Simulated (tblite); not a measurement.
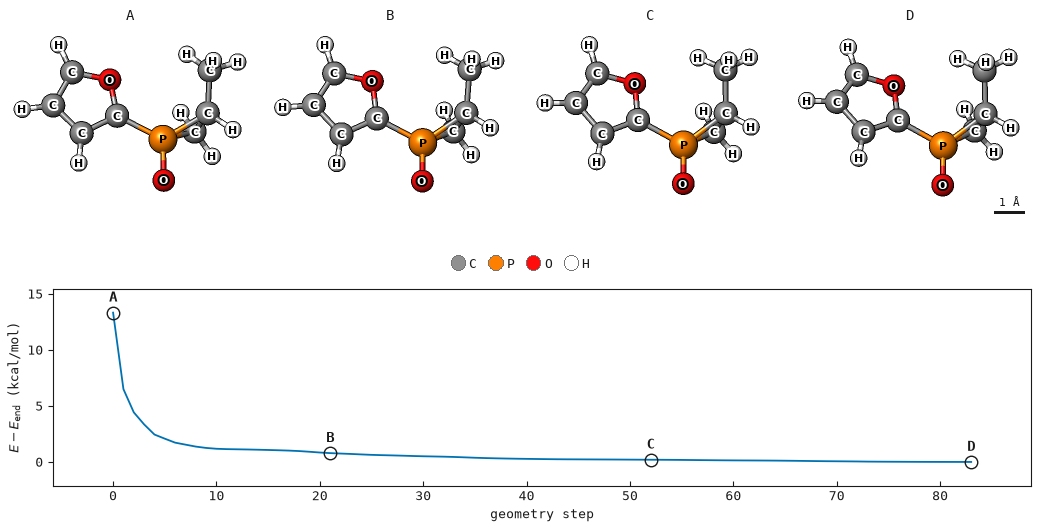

Frames of a relaxation of C₇H₉O₂P, marked on the history of the run. The picture is a ball-and-stick view, seen face on.

Method: GFN2-xTB geometry optimisation, gas phase (tblite 0.8.0). 

Q: What happens along the run?

A: After 83 geometry steps the energy has fallen by 13.3 kcal/mol. An H atom moves most after the best rigid fit: 0.49 Å. Largest moves by element: H 0.49 Å, O 0.41 Å, P 0.29 Å, C 0.26 Å. Among the contacts that change: O–P 1.522 → 1.467 Å, C–O 1.309 → 1.349 Å, C–H 1.121 → 1.082 Å, C–P 1.786 → 1.816 Å. Bond angles that change, for instance: C–P–O 114.5° → 123.9°, O–C–H 125.8° → 117.2°, C–P–C 122.0° → 114.0°. From step 0 to 21: an H atom moves most (0.23 Å), energy −12.5 kcal/mol. From step 21 to 52: an H atom moves most (0.26 Å), energy −0.59 kcal/mol. From step 52 to 83: an H atom moves most (0.27 Å), energy −0.20 kcal/mol.

| step | E − E(0), kcal/mol |
| --- | --- |
| 0 | 0.00 |
| 1 | -6.83 |
| 2 | -8.89 |
| 3 | -9.97 |
| 4 | -10.88 |
| 5 | -11.25 |
| 6 | -11.60 |
| 7 | -11.78 |
| 8 | -11.95 |
| 9 | -12.07 |
| 10 | -12.15 |
| 14 | -12.23 |
| 18 | -12.35 |
| 22 | -12.57 |
| 25 | -12.69 |
| 29 | -12.79 |
| 33 | -12.88 |
| 37 | -13.00 |
| 41 | -13.06 |
| 45 | -13.09 |
| 48 | -13.10 |
| 52 | -13.12 |
| 56 | -13.15 |
| 60 | -13.18 |
| 64 | -13.20 |
| 68 | -13.25 |
| 71 | -13.27 |
| 75 | -13.30 |
| 79 | -13.32 |
| 83 | -13.32 |
